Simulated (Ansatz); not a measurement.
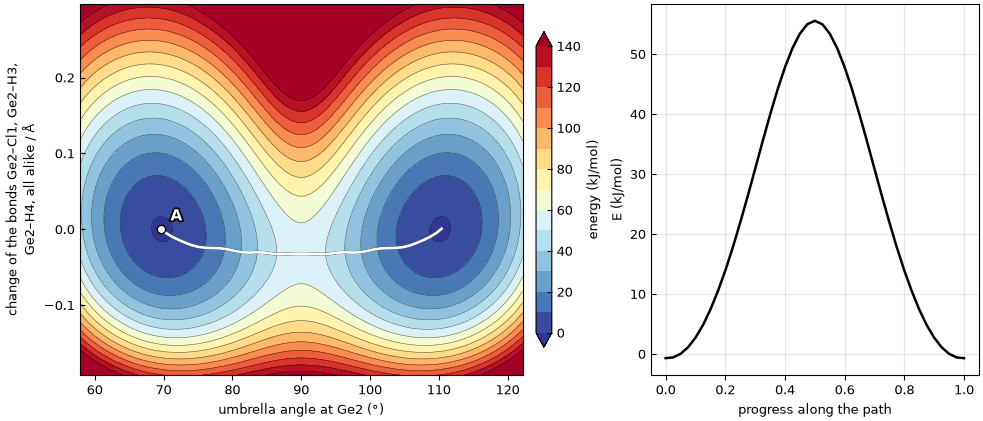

ClGeH₂, SMILES [Cl][GeH2], spin multiplicity 2. 
- Coordinates scanned: (1) umbrella angle at Ge2 (between each of its bonds and their common axis; 90 is planar); (2) change of the bonds Ge2–Cl1, Ge2–H3, Ge2–H4, all alike.
- Nothing is relaxed (all other coordinates rigid).
- The scan uses a 13 × 13 grid; 91 points were computed and 78 follow by symmetry.
- Points are written as (first, second).
- Energies: kJ/mol, counted from the lowest grid point.
- Method: UKS BHLYP-D4/def2-TZVP in Ansatz 0.2.0.

Drawn: filled contours, a line along the lowest path, one colour for all values above the top of the scale, the energy along the path at the right, the start A. Between grid points the surface is interpolated.

### Describe the path and its barrier.

The easiest path leads from the well at about (70°, 0.00 Å) to a well of about the same depth at about (110°, 0.00 Å). Its highest point lies about 56 kJ/mol above the bottom of the first well on the interpolated surface, at (90.0°, −0.029 Å). The start is the relaxed structure and all else is held, so a fully relaxed path at this level can only be lower.
